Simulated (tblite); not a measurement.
# C4H13NOSi2: the cost of one run

The runs use tblite 0.8.0 and PySCF 2.14.0, with density-fitted response routines of our own; the level of theory stands in each step. All values are computed, except where a source is named. Atoms count from 0, in the outputs and in this text.

### Step 1. The starting structure

21 atoms, charge 0, multiplicity 1; geometry from: force field or distance geometry start.

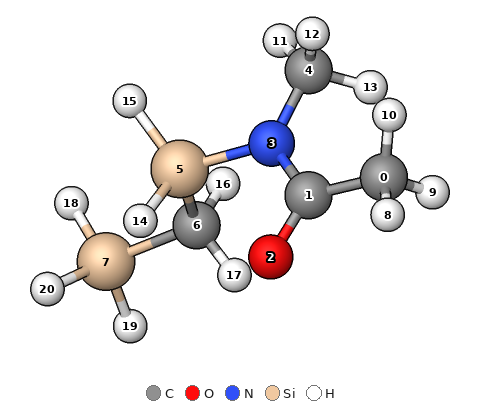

The starting geometry (carbon grey, oxygen red, nitrogen blue, silicon light orange, hydrogen white), atoms numbered; sticks join atoms by distance.

### Step 2. Optimising the geometry with GFN2-xTB

What the job is given:

```
{"job": {"kind": "relax", "xc": "GFN2-xTB", "basis": "xTB"}, "charge": 0, "multiplicity": 1}
C     -3.084000     0.977300    -0.238900
C     -1.659500     1.039900     0.113000
O     -0.988400     2.122800     0.085000
N     -0.926400    -0.128300     0.528800
C     -1.593500    -1.425700     0.621400
Si     0.799800     0.026000     0.950300
C      1.808900    -0.241700    -0.595500
Si     3.639900    -0.014200    -0.349000
H     -3.459800     2.032400    -0.158400
H     -3.226500     0.621600    -1.284000
H     -3.692900     0.343100     0.467100
H     -0.900800    -2.258900     0.786600
H     -2.372300    -1.354800     1.402600
H     -2.148600    -1.519400    -0.362800
H      1.014400     1.433800     1.413500
H      1.166200    -0.846400     2.068600
H      1.665900    -1.315800    -0.878900
H      1.469300     0.452400    -1.379400
H      4.275700    -1.241200     0.132600
H      4.200000     0.231500    -1.697200
H      4.003700     1.082600     0.528700
```

On the command line:

```console
$ OMP_NUM_THREADS=1 python probes_run.py task.json out
```

One launch serves the whole session: the jobs run in the order shown.

**Question.** How long does this first job take on 1 thread of AMD EPYC, shared host, and how much memory does it need?

About 2.9 s, with a peak of 0.18 GiB.
